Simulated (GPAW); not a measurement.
# A GW chain in GPAW: H (I4/mmm), part 2 of 2

How does a plane-wave GW calculation on H (I4/mmm) run from the first input to the gap?

GPAW 26.7.0; LDA and many-body steps on it, plane waves. Known limits of the many-body steps: not at the basis limit.

So far. Step 3 (Bands along the symmetry lines): The gap is 9.042 eV, −0.002 eV from the run before at this level. Step 4 (Empty states on the mesh, 6×6×6 mesh, 119 bands): On this mesh the gap is 9.044 eV.

## (5) Screening and self-energy, 6×6×6 mesh, 109 bands, screening to 125 eV

G0W0 replaces the xc potential by the self-energy, built once from these orbitals. Only a window of levels is corrected, while the sums run over the empty bands that the input names.

This step: G0W0 on LDA, plane waves, PAW.

Contents of run.py:

```python
import json
import numpy as np
from gpaw.mpi import world
from gpaw.response.g0w0 import G0W0

gw = G0W0('full.gpw',
    filename='gw',
    kpts=[0, 18, 29],
    bands=(0, 3),
    ecut=125,
    nbands=109,
    integrate_gamma='WS',
    ppa=True)
gw.calculate()
res = {mode: {k: v for k, v in r.items() if k != 'sigma_eskwn'}
       for mode, r in gw.all_results.items()}

if world.rank == 0:
    with open('result.json', 'w') as f:
        json.dump(res, f, default=lambda x: x.tolist())
```

On the command line:

```sh
$ mpirun -n 4 gpaw python run.py
```

Numbers of over 12 decimals in the logs are rounded to 6 here.

The program printed:

```text
Using integrator: PointIntegrator
FrequencyGridDescriptor(from 0.000+0.000j to 0.000+27.211j eV, 2 points)
Nonperiodic BCs:  [False False False]
Using integrator: PointIntegrator
FrequencyGridDescriptor(from 0.000+0.000j to 0.000+27.211j eV, 2 points)
Nonperiodic BCs:  [False False False]
  ___  _ _ _
 |   || | | |
 | | || | | |
 |__ ||_____|
 |___|

BZ k-points: Symmetries present (total): 16

  [... matrices ...]
216 k-points: 6 x 6 x 6 Monkhorst-Pack grid + [1/12,1/12,1/12]
30 k-points in the irreducible part of the Brillouin zone
       k-points in crystal coordinates                weights
   0:     0.00000000    0.00000000    0.00000000          1/216
   1:     0.16666667   -0.16666667    0.00000000          4/216
   2:     0.16666667   -0.16666667    0.16666667          4/216
   3:     0.16666667    0.00000000    0.00000000          8/216
   4:     0.16666667    0.16666667   -0.16666667          2/216
   5:     0.33333333   -0.33333333    0.00000000          4/216
   6:     0.33333333   -0.33333333    0.16666667          8/216
   7:     0.33333333   -0.33333333    0.33333333          4/216
   8:     0.33333333   -0.16666667    0.00000000         16/216
   9:     0.33333333   -0.16666667    0.16666667          8/216
          ...
  29:     0.50000000    0.50000000    0.50000000          1/216

Distributing spins, k-points and bands (1 x 3 x 3) over 4 processes
Number of blocks: 1

Quasi particle states:
k-points (IBZ indices): [0, 18, 29]
Band range: (0, 3)
  [... matrices ...]
Computational parameters:
Plane wave cut-off: 125 eV
Number of bands: 109
Coulomb cutoff: None
Broadening: 0.1 eV

fxc modes: GW
Kernel: RPA
Using Godby-Needs plasmon-pole approximation:
  Fitting energy: i*E0, E0 = 1.000 Hartree
Summing all q:

Calculating screened Coulomb potential
No Coulomb truncation
FrequencyGridDescriptor(from 0.000+0.000j to 0.000+27.211j eV, 2 points)
Removing empty qpoint cache files...

Calculating chi0 body with:
    Ground state adapter containing:
    Number of spins: 1
    Number of kpoints: 216
    Number of irreducible kpoints: 30
    Number of completely occupied states: 1
    Number of partially occupied states: 1
    Occupied states memory: 0.141312 M / cpu

    Linear response parametrization:
    q_c: [1.3877787807814457e-17, 1.3877787807814457e-17, 1.3877787807814457e-17]
    Number of frequency points: 2
    Planewave cutoff: 125.0
    Number of bands: 109
    Number of planewaves: 119
    Broadening (eta): 1e-06
    comm.size: 4
    kncomm.size: 4
    blockcomm.size: 1

    Memory estimate of potentially large arrays:
        chi0_wGG: 0.432159 M / cpu
Integrating chi0 body.

Symmetries of q_c:
    Direct symmetries (Uq -> q): 16
    Indirect symmetries (TUq -> q): 0
In total 16 allowed symmetries.

  [... matrices ...]
30 groups of equivalent kpoints. 86.111111% reduction.

Integral kind: response function
Integrating chi0 head and wings.

Symmetries of q_c:
    Direct symmetries (Uq -> q): 16
    Indirect symmetries (TUq -> q): 0
In total 16 allowed symmetries.

  [... matrices ...]
30 groups of equivalent kpoints. 86.111111% reduction.

Integral kind: response function wings

Calculating chi0 body with:
    Ground state adapter containing:
    Number of spins: 1
    Number of kpoints: 216
    Number of irreducible kpoints: 30
    Number of completely occupied states: 1
    Number of partially occupied states: 1
[... the further q-points ...]

Results:
f:      Occupation numbers
eps:     KS-eigenvalues [eV]
vxc:     KS vxc [eV]
exx:     Exact exchange [eV]
sigma:   Self-energies [eV]
dsigma:  Self-energy derivatives
Z:       Renormalization factors
qp:      QP-energies [eV]

k-point 0 (0): (0.000, 0.000, 0.000)                GW
band       f     eps     vxc     exx   sigma  dsigma       Z      qp
                                                                   GW
   0   1.000 -10.139 -10.606 -16.730   0.732  -0.150   0.869 -14.827
   1   0.000   2.508  -6.421  -2.864  -1.475  -0.090   0.917   4.418
   2   0.000   6.969  -9.218  -3.319  -2.037  -0.129   0.886  10.392

k-point 1 (18): (0.500, 0.000, 0.500)                GW
band       f     eps     vxc     exx   sigma  dsigma       Z      qp
                                                                   GW
   0   1.000  -9.154 -11.817 -17.761   0.656  -0.152   0.868 -13.743
   1   0.000   0.124  -5.447  -1.695  -1.361  -0.079   0.927   2.341
   2   0.000   5.473  -4.544  -1.015  -1.555  -0.086   0.921   7.290

k-point 2 (29): (0.500, 0.500, 0.500)                GW
band       f     eps     vxc     exx   sigma  dsigma       Z      qp
                                                                   GW
   0   1.000  -8.920 -12.116 -18.010   0.637  -0.153   0.867 -13.479
   1   0.000   3.802  -5.050  -1.180  -1.513  -0.075   0.930   5.995
   2   0.000   3.802  -5.050  -1.180  -1.513  -0.075   0.930   5.995
```

It took 92 s on 4 MPI ranks of Arm Neoverse V2, shared host; peak memory 0.74 GiB.

This step gave:

```yaml
g0w0_gap_on_the_points_computed: 15.82 eV
least_direct_g0w0_gap_on_the_computed_points: 16.08 eV
z_at_the_valence_top: 0.8673
z_at_the_conduction_bottom: 0.9270
starting_gap_on_the_mesh: 9.044 eV
k_of_the_valence_top: 0.5, 0.5, 0.5
k_of_the_conduction_bottom: 0.5, 0, 0.5
```

The gap on the mesh goes from 9.04 eV to 15.82 eV, a correction of +6.78 eV.

Limits: finite bands, cutoff and mesh. v1 is the top filled band, c1 the lowest empty one. The levels before and after the correction (eV, zero at the valence-band top of each column):

```tsv
	conduction bottom	valence top
Kohn-Sham	9.04	0.00
G0W0	15.82	0.00
```

```tsv
	level	energy (eV)
Kohn-Sham	(0.5 0 0.5) v1	-0.235
Kohn-Sham	(0.5 0 0.5) c1	9.044
Kohn-Sham	(0.5 0 0.5) c2	14.393
Kohn-Sham	(0.5 0.5 0.5) v1	0.000
Kohn-Sham	(0.5 0.5 0.5) c1-c2	12.722
G0W0	(0.5 0 0.5) v1	-0.264
G0W0	(0.5 0 0.5) c1	15.820
G0W0	(0.5 0 0.5) c2	20.769
G0W0	(0.5 0.5 0.5) v1	0.000
G0W0	(0.5 0.5 0.5) c1-c2	19.474
```

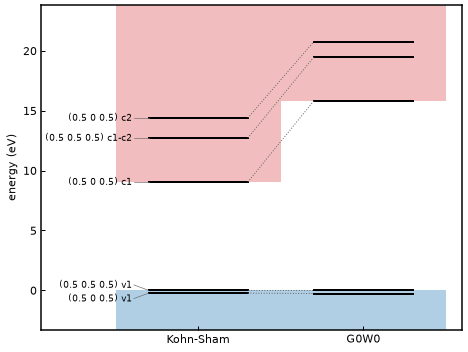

Levels before and after the correction. Shaded: valence and conduction bands.

## (6) Where the time went

Times are wall times on 4 MPI ranks of Arm Neoverse V2, shared host, good to a factor of about two.

```tsv
step	time	share	memory (GiB)
ground state	4.2 s	4 %	0.58
bands along the symmetry lines	4.5 s	4 %	0.6
empty states on the mesh	17 s	15 %	1.3
screening and self-energy	92 s	78 %	0.74
```

## (7) Summary of results

```json
{
  "LDA gap": "9.04 eV, indirect",
  "G0W0 gap on the mesh": "15.82 eV",
  "GW settings": "6×6×6 mesh, 109 bands, screening to 125 eV, Godby-Needs plasmon pole",
  "known limits": "not at the basis limit"
}
```

What this shows: G0W0 moves the gap on the mesh from 9.04 eV to 15.82 eV (+6.78 eV), with Z of 0.87 and 0.93 at the edges. Only 3 of the mesh's irreducible points were corrected, so a valley elsewhere could overtake. The dearest step here is «screening and self-energy». Bands and cutoff are finite, so the gap is not at the basis limit. The miss can reach some tenths of an eV and take either sign; the mesh is an error of its own. These stock PAW sets were not made for GW. In the G0W0 run levels were corrected at 3 k points alone, so a gap called «on the mesh» is the least over those, and an edge elsewhere would be missed.

[Paths, hosts, dates, memory and timing lines, banners, echoed tables and standing remarks are left out of the program output.]

[Logs are printed without paths, hosts, clocks, repeated set-up lines and the standing remarks that a program may print on its own settings, such as how far it seeks lower states.]

[Runs of the session that timed out or met a known fault of the program may be left out.]

[Hosts, paths, dates, database ids (printed as entryN), source tags and the programs' standing remarks are cut or masked in the printed files.]
